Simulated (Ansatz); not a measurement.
## Na3Sc: relaxing a made-up structure

Starting from a made-up structure for Na3Sc, the aim is the relaxed cell, its shortest contacts and, where a second run follows, its electronic structure.

Program: Ansatz 0.2.0. Level of theory: DFT, PBE, plane-wave PAW, files of the set soft_1, scalar-relativistic, no spin, cell and ions relaxed at zero pressure; PAW set soft_1, in the first sound run; inputs show where later runs differ. Results are calculated unless marked as measured.

### 1. Starting point

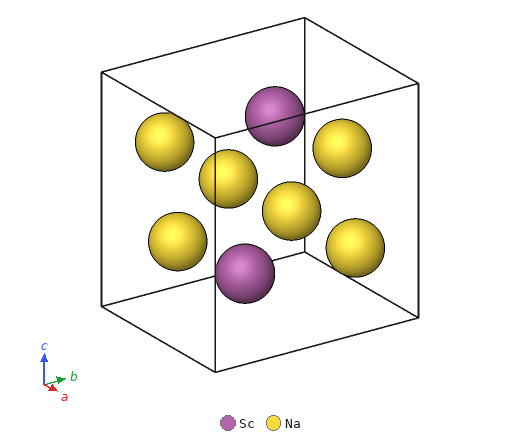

Start, viewed slightly off an axis; scandium purple, sodium yellow.

### 2. Relaxing cell and atoms

The guessed cell has no reason to be at equilibrium. It is relaxed with the atoms, within the space group of the guess.

Contents of input.yaml:

```yaml
crystal:
  lattice:
    - [7.143, 0.0, 0.0]
    - [-3.5715, 6.186019459, 0.0]
    - [0.0, 0.0, 5.344]
  atoms:
    - { symbol: Sc, position: [0.333333333, 0.666666667, 0.75] }
    - { symbol: Sc, position: [0.666666667, 0.333333333, 0.25] }
    - { symbol: Na, position: [0.853450005, 0.70690001, 0.75] }
    - { symbol: Na, position: [0.29309999, 0.146549995, 0.75] }
    - { symbol: Na, position: [0.853450005, 0.146549995, 0.75] }
    - { symbol: Na, position: [0.146549995, 0.853450005, 0.25] }
    - { symbol: Na, position: [0.70690001, 0.853450005, 0.25] }
    - { symbol: Na, position: [0.146549995, 0.29309999, 0.25] }
kpoints:
  mp_grid: { grid: [5, 5, 5] }
scf:
  occupations: { method: fermi_dirac, width: 0.05 }
hamiltonian:
  xc: pbe
  pseudopotentials: { kind: paw, azcp: { folder: soft_1 } }
relax:
  f_tol: 0.015
  max_steps: 70
  cell: {}
output:
  forces: true
  stress: true
```

Started as:

```bash
$ ansatz run input.yaml --threads 4 --pin off --max-ram 10240MiB --backend cpu --events-out ev --progress --plain --runs-dir out
```

Numbers of over 12 decimals in the logs are rounded to 6 here.

The program printed:

```text
Engine: ansatz 0.2.0, x86_64-unknown-linux-gnu
Pseudopotentials: kind: paw
Pseudopotential: Sc, paw, valence charge 11, recommended cutoff 420 eV (normal), soft_1/Sc.paw.azcp
Pseudopotential: Na, paw, valence charge 9, recommended cutoff 420 eV (normal), soft_1/Na.paw.azcp
Functional definition: PBE
  parameter kappa = 0.804
  parameter beta = 0.066725
  exchange = pbe_x(kappa = kappa, mu = beta*pi^2/3)
  correlation = pbe_c(beta = beta)
Crystal: 8 atoms, lattice volume = 236.134 Å³
Basis set: ecut = 420 eV, 4619 PW (Γ), exchange–correlation on 96×96×72 points (8 copies of the dense FFT grid, shifted against one another)
Bands: 46, of which v1, the nominal top of the filled ones, is band 38 counted from 1 (37 counted from 0)
Symmetry: 24 space group operations
Space group: P63/mmc (ITA 194), of the structure as read, at distance tolerance 6.2e-5 Å
k-points: 15 of 125
Non-local potential: Sc, projectors of the file, l = 0: 3, l = 1: 2, l = 2: 3, l = 3: 1
Non-local potential: Na, projectors of the file, l = 0: 3, l = 1: 2, l = 2: 1
PAW form: soft (Blöchl's): semilocal exchange-correlation on the pseudo side does not see the compensation charge
PAW one-centre angular grid: Sc, 590 points (default); XC on 64 Gauss nodes
PAW one-centre angular grid: Na, 110 points (default); XC on 64 Gauss nodes
Initial density: superposition of atomic densities (chi_scale 0.1, normalization cell, long waves kept (reshape's long-wave potential 0.01 eV rms))
Initial wavefunctions: pseudopotential atomic-orbital guess
Functional: x = pbe(κ = 0.804, μ = 0.219515), c = pbe(β = 0.066725)
SCF iter   1: F=—  HF=-13187.491870 eV  |F-HF|=—  |Δ(HF+E_count)|=         —  Δρ=3.33e-2  dr2=7.23e0  ethr=3.10e-3  ⟨swp⟩=6.6  Hψ=2367  notcnv=0
preconditioner: auto → Kerker (q_TF=auto, 2.259 Å⁻¹)  [metal: Δε(μ)=0.071 eV  Ē_g=2.504 eV  σ=0.050 eV  W_gap=0.33  n_scr=44 (ndim 8)  ℏωp=8.4 eV  f_vac=0.000  D(μ)=5.15/eV (n_scr^D=26)]
SCF iter   2: F=—  HF=-13186.220954 eV  |F-HF|=—  |Δ(HF+E_count)|=    1.27e0  Δρ=8.14e-3  dr2=5.38e-1  ethr=3.10e-3  ⟨swp⟩=3.2  Hψ=1480  notcnv=0  defer=1
SCF iter   3: F=—  HF=-13186.174241 eV  |F-HF|=—  |Δ(HF+E_count)|=   4.67e-2  Δρ=5.48e-3  dr2=7.58e-2  ethr=7.07e-4  ⟨swp⟩=2.9  Hψ=948  notcnv=0
SCF iter   4: F=—  HF=-13186.178206 eV  |F-HF|=—  |Δ(HF+E_count)|=   3.97e-3  Δρ=3.29e-3  dr2=7.87e-2  ethr=9.97e-5  ⟨swp⟩=3.0  Hψ=1348  notcnv=0
SCF iter   5: F=—  HF=-13186.170566 eV  |F-HF|=—  |Δ(HF+E_count)|=   7.64e-3  Δρ=1.82e-3  dr2=1.54e-2  ethr=9.97e-5  ⟨swp⟩=2.7  Hψ=924  notcnv=0
SCF iter   6: F=—  HF=-13186.168909 eV  |F-HF|=—  |Δ(HF+E_count)|=   1.66e-3  Δρ=7.43e-4  dr2=2.90e-3  ethr=2.03e-5  ⟨swp⟩=1.7  Hψ=757  notcnv=0
SCF iter   7: F=—  HF=-13186.168578 eV  |F-HF|=—  |Δ(HF+E_count)|=   3.30e-4  Δρ=1.21e-4  dr2=6.45e-5  ethr=3.81e-6  ⟨swp⟩=2.0  Hψ=809  notcnv=0
SCF iter   8: F=—  HF=-13186.168729 eV  |F-HF|=—  |Δ(HF+E_count)|=   1.51e-4  Δρ=2.47e-5  dr2=3.13e-6  ethr=8.49e-8  ⟨swp⟩=2.0  Hψ=805  notcnv=0
SCF iter   9: F=—  HF=-13186.168730 eV  |F-HF|=—  |Δ(HF+E_count)|=   2.11e-7  Δρ=3.11e-5  dr2=4.36e-6  ethr=4.12e-9  ⟨swp⟩=2.1  Hψ=1059  notcnv=0
SCF iter  10: F=-13186.168729 eV  HF=-13186.168729 eV  |F-HF|=6.01e-8  |Δ(HF+E_count)|=   6.15e-7  Δρ=4.42e-6  dr2=7.40e-8  ethr=1.32e-10  ⟨swp⟩=3.9  Hψ=2531  notcnv=0
SCF 1 converged in 10 iterations: F = -13186.168729 eV  dr2 = 7.40e-8
  greatest PAW one-centre occupation: 0.999 electrons in one spin orbital (limit 2), on the Na atom at site 7 (counted from 0), in its partial waves of l = 0
relax step   1: F+E_penalty+E_count = -13186.16872897 eV  Δ(F+E_penalty+E_count) = +0.000e0 eV  max|allowed force component| = 6.558e-1 eV/Å  Δτ_max = 0.0000 Å  P = +1.312 GPa  Ω = 236.134 Å³  (10 SCF iters, dr2 threshold 1.00e-7 eV, accepted)
Crystal: 8 atoms, lattice volume = 238.259 Å³
Basis set: ecut = 420 eV, 4669 PW (Γ), exchange–correlation on 96×96×72 points (8 copies of the dense FFT grid, shifted against one another)
Initial density: handed on by an earlier stage of this run
Initial wavefunctions: those handed on with the density
iter 1 solved again at ethr=3.90e-4 eV; its pass at ethr=3.10e-3 eV (dr2=2.96e-1 eV) is discarded
SCF iter   1: F=—  HF=-13186.663989 eV  |F-HF|=—  |Δ(HF+E_count)|=         —  Δρ=5.53e-3  dr2=2.97e-1  ethr=3.90e-4  ⟨swp⟩=1.0  Hψ=2939  notcnv=0
preconditioner: auto → Kerker (q_TF=auto, 2.255 Å⁻¹)  [metal: Δε(μ)=0.071 eV  Ē_g=1.755 eV  σ=0.050 eV  W_gap=0.33  n_scr=44 (ndim 8)  ℏωp=8.3 eV  f_vac=0.000  D(μ)=9.84/eV (n_scr^D=82)]
SCF iter   2: F=—  HF=-13186.634093 eV  |F-HF|=—  |Δ(HF+E_count)|=   2.99e-2  Δρ=2.69e-3  dr2=1.04e-1  ethr=3.90e-4  ⟨swp⟩=2.0  Hψ=842  notcnv=0
SCF iter   3: F=—  HF=-13186.615736 eV  |F-HF|=—  |Δ(HF+E_count)|=   1.84e-2  Δρ=7.35e-4  dr2=9.90e-3  ethr=1.37e-4  ⟨swp⟩=2.0  Hψ=896  notcnv=0
SCF iter   4: F=—  HF=-13186.613412 eV  |F-HF|=—  |Δ(HF+E_count)|=   2.32e-3  Δρ=2.19e-4  dr2=2.18e-4  ethr=1.30e-5  ⟨swp⟩=2.0  Hψ=776  notcnv=0
SCF iter   5: F=—  HF=-13186.613780 eV  |F-HF|=—  |Δ(HF+E_count)|=   3.68e-4  Δρ=5.73e-5  dr2=1.06e-5  ethr=2.87e-7  ⟨swp⟩=2.3  Hψ=952  notcnv=0
SCF iter   6: F=—  HF=-13186.613783 eV  |F-HF|=—  |Δ(HF+E_count)|=   2.17e-6  Δρ=2.10e-5  dr2=1.59e-6  ethr=1.40e-8  ⟨swp⟩=2.8  Hψ=1153  notcnv=0
SCF iter   7: F=-13186.613783 eV  HF=-13186.613783 eV  |F-HF|=3.89e-8  |Δ(HF+E_count)|=   5.27e-8  Δρ=8.24e-6  dr2=1.38e-7  ethr=1.05e-9  ⟨swp⟩=4.1  Hψ=2009  notcnv=0
SCF 2 converged in 7 iterations: F = -13186.613783 eV  dr2 = 1.38e-7
relax step   2: F+E_penalty+E_count = -13186.61378255 eV  Δ(F+E_penalty+E_count) = -4.451e-1 eV  max|allowed force component| = 2.825e-1 eV/Å  Δτ_max = 0.1447 Å  P = +0.971 GPa  Ω = 238.259 Å³  energy of the carried Pulay correction = -5.183e-5 eV  (7 SCF iters, dr2 threshold 8.00e-7 eV, accepted)
Crystal: 8 atoms, lattice volume = 246.028 Å³
Basis set: ecut = 420 eV, 4801 PW (Γ), exchange–correlation on 96×96×72 points (8 copies of the dense FFT grid, shifted against one another)
iter 1 solved again at ethr=2.19e-4 eV; its pass at ethr=3.10e-3 eV (dr2=1.67e-1 eV) is discarded
SCF iter   1: F=—  HF=-13186.801965 eV  |F-HF|=—  |Δ(HF+E_count)|=         —  Δρ=4.36e-3  dr2=1.67e-1  ethr=2.19e-4  ⟨swp⟩=1.0  Hψ=2912  notcnv=0
preconditioner: auto → Kerker (q_TF=auto, 2.243 Å⁻¹)  [metal: Δε(μ)=0.014 eV  Ē_g=1.733 eV  σ=0.050 eV  W_gap=0.07  n_scr=46 (ndim 8)  ℏωp=8.2 eV  f_vac=0.000  D(μ)=10.26/eV (n_scr^D=82)]
SCF iter   2: F=—  HF=-13186.784881 eV  |F-HF|=—  |Δ(HF+E_count)|=   1.71e-2  Δρ=2.00e-3  dr2=5.41e-2  ethr=2.19e-4  ⟨swp⟩=2.0  Hψ=846  notcnv=0
SCF iter   3: F=—  HF=-13186.775594 eV  |F-HF|=—  |Δ(HF+E_count)|=   9.29e-3  Δρ=5.72e-4  dr2=6.25e-3  ethr=7.12e-5  ⟨swp⟩=2.0  Hψ=782  notcnv=0
SCF iter   4: F=—  HF=-13186.774137 eV  |F-HF|=—  |Δ(HF+E_count)|=   1.46e-3  Δρ=1.75e-4  dr2=1.71e-4  ethr=8.23e-6  ⟨swp⟩=2.0  Hψ=789  notcnv=0
SCF iter   5: F=—  HF=-13186.774761 eV  |F-HF|=—  |Δ(HF+E_count)|=   6.24e-4  Δρ=5.27e-5  dr2=1.10e-5  ethr=2.24e-7  ⟨swp⟩=2.0  Hψ=819  notcnv=0
SCF iter   6: F=—  HF=-13186.774763 eV  |F-HF|=—  |Δ(HF+E_count)|=   1.80e-6  Δρ=1.94e-5  dr2=1.68e-6  ethr=1.44e-8  ⟨swp⟩=2.7  Hψ=1177  notcnv=0
SCF iter   7: F=-13186.774763 eV  HF=-13186.774763 eV  |F-HF|=1.93e-9  |Δ(HF+E_count)|=   1.42e-8  Δρ=6.77e-6  dr2=1.15e-7  ethr=1.05e-9  ⟨swp⟩=4.0  Hψ=2004  notcnv=0
SCF 3 converged in 7 iterations: F = -13186.774763 eV  dr2 = 1.15e-7
relax step   3: F+E_penalty+E_count = -13186.77476295 eV  Δ(F+E_penalty+E_count) = -1.610e-1 eV  max|allowed force component| = 3.883e-2 eV/Å  Δτ_max = 0.1127 Å  P = +0.521 GPa  Ω = 246.028 Å³  energy of the carried Pulay correction = -2.374e-4 eV  (7 SCF iters, dr2 threshold 8.00e-7 eV, accepted)
Crystal: 8 atoms, lattice volume = 252.565 Å³
Basis set: ecut = 420 eV, 4969 PW (Γ), exchange–correlation on 96×96×72 points (8 copies of the dense FFT grid, shifted against one another)
iter 1 solved again at ethr=1.20e-5 eV; its pass at ethr=3.10e-3 eV (dr2=9.10e-3 eV) is discarded
SCF iter   1: F=—  HF=-13186.792963 eV  |F-HF|=—  |Δ(HF+E_count)|=         —  Δρ=1.11e-3  dr2=9.17e-3  ethr=1.20e-5  ⟨swp⟩=1.4  Hψ=2863  notcnv=0
preconditioner: auto → Kerker (q_TF=auto, 2.233 Å⁻¹)  [metal: Δε(μ)=0.042 eV  Ē_g=1.736 eV  σ=0.050 eV  W_gap=0.20  n_scr=46 (ndim 8)  ℏωp=8.1 eV  f_vac=0.000  D(μ)=10.23/eV (n_scr^D=82)]
SCF iter   2: F=—  HF=-13186.792019 eV  |F-HF|=—  |Δ(HF+E_count)|=   9.45e-4  Δρ=4.44e-4  dr2=2.16e-3  ethr=1.20e-5  ⟨swp⟩=2.0  Hψ=740  notcnv=0
SCF iter   3: F=—  HF=-13186.791725 eV  |F-HF|=—  |Δ(HF+E_count)|=   2.94e-4  Δρ=1.24e-4  dr2=2.18e-4  ethr=2.84e-6  ⟨swp⟩=2.0  Hψ=774  notcnv=0
SCF iter   4: F=—  HF=-13186.792375 eV  |F-HF|=—  |Δ(HF+E_count)|=   6.50e-4  Δρ=3.48e-5  dr2=8.92e-6  ethr=2.87e-7  ⟨swp⟩=2.0  Hψ=783  notcnv=0
iter 5 did not close the SCF: its close was put off for the readings that it lacked (scf_convergence_deferred on its scf_iter line)
SCF iter   5: F=-13186.792374 eV  HF=-13186.792374 eV  |F-HF|=1.19e-7  |Δ(HF+E_count)|=   1.14e-6  Δρ=1.18e-5  dr2=5.57e-7  ethr=1.17e-8  ⟨swp⟩=2.0  Hψ=821  notcnv=0
SCF iter   6: F=-13186.792374 eV  HF=-13186.792374 eV  |F-HF|=1.60e-8  |Δ(HF+E_count)|=   2.59e-8  Δρ=5.24e-6  dr2=9.84e-8  ethr=7.33e-10  ⟨swp⟩=2.8  Hψ=2416  notcnv=0
SCF 4 converged in 6 iterations: F = -13186.792374 eV  dr2 = 9.84e-8
relax step   4: F+E_penalty+E_count = -13186.79237389 eV  Δ(F+E_penalty+E_count) = -1.761e-2 eV  max|allowed force component| = 2.540e-3 eV/Å  Δτ_max = 0.0246 Å  P = +0.162 GPa  Ω = 252.565 Å³  energy of the carried Pulay correction = -3.890e-4 eV  (6 SCF iters, dr2 threshold 8.00e-7 eV, accepted)
Crystal: 8 atoms, lattice volume = 255.641 Å³
iter 1 solved again at ethr=2.62e-7 eV; its pass at ethr=3.10e-3 eV (dr2=1.99e-4 eV) is discarded
SCF iter   1: F=—  HF=-13186.793058 eV  |F-HF|=—  |Δ(HF+E_count)|=         —  Δρ=2.20e-4  dr2=2.58e-4  ethr=2.62e-7  ⟨swp⟩=3.9  Hψ=3526  notcnv=0
preconditioner: auto → Kerker (q_TF=auto, 2.229 Å⁻¹)  [metal: Δε(μ)=0.027 eV  Ē_g=1.733 eV  σ=0.050 eV  W_gap=0.13  n_scr=46 (ndim 8)  ℏωp=8.0 eV  f_vac=0.000  D(μ)=10.24/eV (n_scr^D=82)]
SCF iter   2: F=—  HF=-13186.793027 eV  |F-HF|=—  |Δ(HF+E_count)|=   3.09e-5  Δρ=9.96e-5  dr2=7.01e-5  ethr=2.62e-7  ⟨swp⟩=2.0  Hψ=763  notcnv=0
SCF iter   3: F=—  HF=-13186.793722 eV  |F-HF|=—  |Δ(HF+E_count)|=   6.95e-4  Δρ=3.64e-5  dr2=1.29e-5  ethr=9.23e-8  ⟨swp⟩=2.0  Hψ=768  notcnv=0
SCF iter   4: F=—  HF=-13186.793720 eV  |F-HF|=—  |Δ(HF+E_count)|=   2.48e-6  Δρ=6.83e-6  dr2=3.83e-7  ethr=1.70e-8  ⟨swp⟩=2.0  Hψ=792  notcnv=0
iter 5 did not close the SCF: its close was put off for the readings that it lacked (scf_convergence_deferred on its scf_iter line)
SCF iter   5: F=-13186.793720 eV  HF=-13186.793720 eV  |F-HF|=1.27e-8  |Δ(HF+E_count)|=   5.17e-8  Δρ=2.79e-6  dr2=2.73e-8  ethr=5.04e-10  ⟨swp⟩=2.0  Hψ=828  notcnv=0
SCF iter   6: F=-13186.793720 eV  HF=-13186.793720 eV  |F-HF|=2.93e-9  |Δ(HF+E_count)|=   2.79e-9  Δρ=1.42e-6  dr2=6.90e-9  ethr=3.59e-11  ⟨swp⟩=2.5  Hψ=2391  notcnv=0
SCF 5 converged in 6 iterations: F = -13186.793720 eV  dr2 = 6.90e-9
relax step   5: F+E_penalty+E_count = -13186.79371991 eV  Δ(F+E_penalty+E_count) = -1.346e-3 eV  max|allowed force component| = 3.834e-3 eV/Å  Δτ_max = 0.0002 Å  P = -0.011 GPa  Ω = 255.641 Å³  energy of the carried Pulay correction = -4.589e-4 eV  (6 SCF iters, dr2 threshold 7.93e-8 eV, accepted)
Basis set: ecut = 420 eV, 4969 PW (Γ), exchange–correlation on 96×96×80 points (8 copies of the dense FFT grid, shifted against one another)
Initial wavefunctions: pseudopotential atomic-orbital guess (no wavefunctions were taken with the density)
iter 1 solved again at ethr=3.77e-8 eV; its pass at ethr=3.10e-3 eV (dr2=2.87e-5 eV) is discarded
SCF iter   1: F=—  HF=-13186.793183 eV  |F-HF|=—  |Δ(HF+E_count)|=         —  Δρ=2.12e-4  dr2=2.78e-6  ethr=3.77e-8  ⟨swp⟩=4.1  Hψ=4545  notcnv=0
preconditioner: auto → Kerker (q_TF=auto, 2.229 Å⁻¹)  [metal: Δε(μ)=0.025 eV  Ē_g=1.736 eV  σ=0.050 eV  W_gap=0.13  n_scr=46 (ndim 8)  ℏωp=8.0 eV  f_vac=0.000  D(μ)=10.19/eV (n_scr^D=70)]
SCF iter   2: F=—  HF=-13186.793910 eV  |F-HF|=—  |Δ(HF+E_count)|=   7.27e-4  Δρ=1.07e-4  dr2=7.03e-7  ethr=3.65e-9  ⟨swp⟩=2.4  Hψ=1104  notcnv=0
SCF iter   3: F=—  HF=-13186.794154 eV  |F-HF|=—  |Δ(HF+E_count)|=   2.45e-4  Δρ=2.63e-6  dr2=2.87e-8  ethr=9.25e-10  ⟨swp⟩=2.0  Hψ=1285  notcnv=0
SCF iter   4: F=—  HF=-13186.794154 eV  |F-HF|=—  |Δ(HF+E_count)|=   3.55e-8  Δρ=8.60e-7  dr2=2.21e-9  ethr=3.78e-11  ⟨swp⟩=2.0  Hψ=802  notcnv=0
SCF iter   5: F=—  HF=-13186.794154 eV  |F-HF|=—  |Δ(HF+E_count)|=   4.39e-9  Δρ=3.08e-7  dr2=6.58e-10  ethr=2.91e-12  ⟨swp⟩=2.0  Hψ=781  notcnv=0
SCF iter   6: F=—  HF=-13186.794154 eV  |F-HF|=—  |Δ(HF+E_count)|=  1.82e-12  Δρ=1.93e-7  dr2=3.06e-10  ethr=1.00e-12  ⟨swp⟩=2.0  Hψ=799  notcnv=0
SCF iter   7: F=-13186.794154 eV  HF=-13186.794154 eV  |F-HF|=3.64e-11  |Δ(HF+E_count)|=  1.64e-11  Δρ=7.09e-8  dr2=5.06e-11  ethr=1.00e-12  ⟨swp⟩=3.5  Hψ=2132  notcnv=0
SCF 6 converged in 7 iterations: F = -13186.794154 eV  dr2 = 5.06e-11
  greatest PAW one-centre occupation: 0.999 electrons in one spin orbital (limit 2), on the Na atom at site 6 (counted from 0), in its partial waves of l = 0
relax step   6: F+E_penalty+E_count = -13186.79415447 eV  Δ(F+E_penalty+E_count) = -4.346e-4 eV  max|allowed force component| = 3.834e-3 eV/Å  Δτ_max = 0.0000 Å  P = -0.010 GPa  Ω = 255.641 Å³  stress off target by 2.75e-2 GPa  SCF on the basis re-selected at this cell (its energy is not comparable with the rows above)  (7 SCF iters)
basis re-selected at this cell: Δ(F+E_penalty+E_count) = -4.346e-4 eV, ΔP = +0.002 GPa vs the last step (what re-selecting the basis moved, of the pressure what is left beyond the Pulay correction that the steps carried, after the strain that the cell walked since its last selection, with what the two solves' SCF thresholds leave and, on support functions, any second-order correction that the steps lacked; it is no measure of the basis error at this ecutwfc). The dense FFT grid was sized anew with the basis: this SCF ran on 48×48×40 points, the steps before it on 48×48×36, so part of this shift can come from that change (see relax.cell in the input reference). [rest of the remark cut]
SCF converged after 7 iterations
Free energy (F): -13186.794154 eV
Harris-Foulkes:  -13186.794154 eV  (|F-HF|=3.64e-11)
Internal energy: -13186.708307 eV  (E = F + TS)
E sigma→0 (E₀):  -13186.751231 eV
Entropy (-TS):   -0.085848 eV (-10.731 meV/atom)
Fermi energy:    3.301650 eV
--- Per-component energies (eV) ---
  E_band       = -1822.539234
  E_kinetic    = 1086.153109
  E_local      = -11275.217735  (includes V_loc(G=0)·N_el)
  E_nonlocal   = 1960.822558
  E_hartree    = 3917.279145
  E_xc         = -385.313641
  E_vxc        = -485.251760  (∫ρ·V_xc dr)
  E_paw        = -3744.248452  (= ΣΔE_a)
  E_vpaw       = -943.604125  (= ΣTr[D̂ρ^β])
  E_aug_tail   = 0.000198  (compensation charges beyond the density's cutoff)
  E_ewald      = -4746.183490
  E_smearing   = -0.085848  (= −TS)
  E_closure    = -0.000000  (closes the sum)
  Σ components = -13186.794154   (vs F -13186.794154, Δ=0.00e0)
--- Forces (eV/Å), atoms counted from 1 ---
  atom   1  Sc     0.00000000     0.00000000    -0.00000000
  atom   2  Sc    -0.00000000    -0.00000000     0.00000000
  atom   3  Na     0.00000000    -0.00383446     0.00000000
  atom   4  Na     0.00332074     0.00191723     0.00000000
  atom   5  Na    -0.00332074     0.00191723     0.00000000
  atom   6  Na     0.00332074    -0.00191723    -0.00000000
  atom   7  Na    -0.00332074    -0.00191723    -0.00000000
  atom   8  Na     0.00000000     0.00383446    -0.00000000
  max |Σ_I F_I| component: 8.67e-18 eV/Å
--- Stress (GPa, compression-positive) ---
       -0.000811       0.000000      -0.000000
        0.000000      -0.000811      -0.000000
       -0.000000      -0.000000      -0.027484
  P = ⅓ Tr σ = -0.0097 GPa (-0.097 kbar)
--- Relaxed structure (5 steps of the walk, 5 accepted, 1 SCFs on fresh bases) ---
  F+E_penalty+E_count = -13186.79415447 eV   max|allowed force component| = 3.834e-3 eV/Å   (the final SCF, on the basis selected at the relaxed cell)
  cell:  # Å, volume = 255.6408 Å³
    - [7.142529, 0, 0]
    - [-3.571265, 6.185612, 9.46462253882694e-18]
    - [0, 8.176331028664118e-18, 5.786227]
  atoms:
    - { symbol: Sc, position: [0.333333, 0.666667, 0.750000] }
    - { symbol: Sc, position: [0.666667, 0.333333, 0.250000] }
    - { symbol: Na, position: [0.830681, 0.661361, 0.750000] }
    - { symbol: Na, position: [0.338639, 0.169319, 0.750000] }
    - { symbol: Na, position: [0.830681, 0.169319, 0.750000] }
    - { symbol: Na, position: [0.169319, 0.830681, 0.250000] }
    - { symbol: Na, position: [0.661361, 0.830681, 0.250000] }
    - { symbol: Na, position: [0.169319, 0.338639, 0.250000] }
```

Wall time 10 s (4 threads of Intel Xeon Platinum 8488C (Sapphire Rapids), shared host); peak memory 0.72 GiB.

(Continued in part 2 of 2.)

[Logs are printed without paths, hosts, clocks, repeated set-up lines and the standing remarks that a program may print on its own settings, such as how far it seeks lower states.]

[Hosts, paths, dates, database ids (printed as entryN), source tags and the programs' standing remarks are cut or masked in the printed files.]
